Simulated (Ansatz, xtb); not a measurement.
Stretching the Sn1–H2 bond in H2OSn (SMILES [OH][SnH]) (multiplicity 1 held, fragments rigid). Energies count from the point at 1.803 Å.
Geometry at that point (charge 0, multiplicity 1):
```xyz
4

Sn    -0.1839    -0.1503     0.1953
H     -1.4552     0.0147    -1.0721
O      1.2153     0.7994    -0.8693
H      0.9260     1.1031    -1.7363
```

Restricted levels (R-, RO-) in cc, def2 and unpolarised 6-31G sets keep to the state of the molecule at rest. Unrestricted levels (U-) break spin symmetry where that is lower. Active spaces are followed from a long bond inwards. Levels need not reach the same state.

Correlated levels freeze the cores. Filled d and f shells under p-block atoms count as core.

The values were computed with Ansatz (a program for electronic structure) with Gaussian orbitals; xtb for the GFN methods. Each number belongs to the level named beside it. In def2 rows elements past Kr take small-core potentials, without spin–orbit coupling. The GFN methods have no spin term and hold the electronic entropy of 300 K.

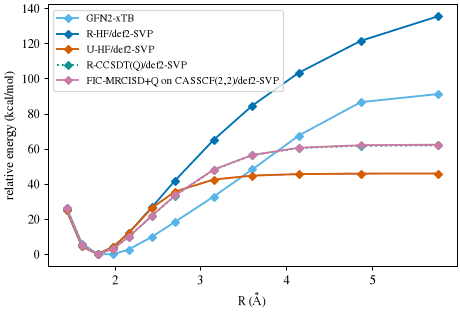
*Relative energy along the coordinate*

Problem. Read off the GFN2-xTB curve at R = 2.704.

Solution. about 18 kcal/mol

Doubts at one or more of the structures used: a restricted determinant that unrestricted orbitals would lower (R-HF/def2-SVP, R-CCSDT(Q)/def2-SVP); a spin-contaminated determinant (U-HF/def2-SVP); T1 above 0.05 (R-CCSDT(Q)/def2-SVP); other coupled-cluster roots lie near (R-CCSDT(Q)/def2-SVP).
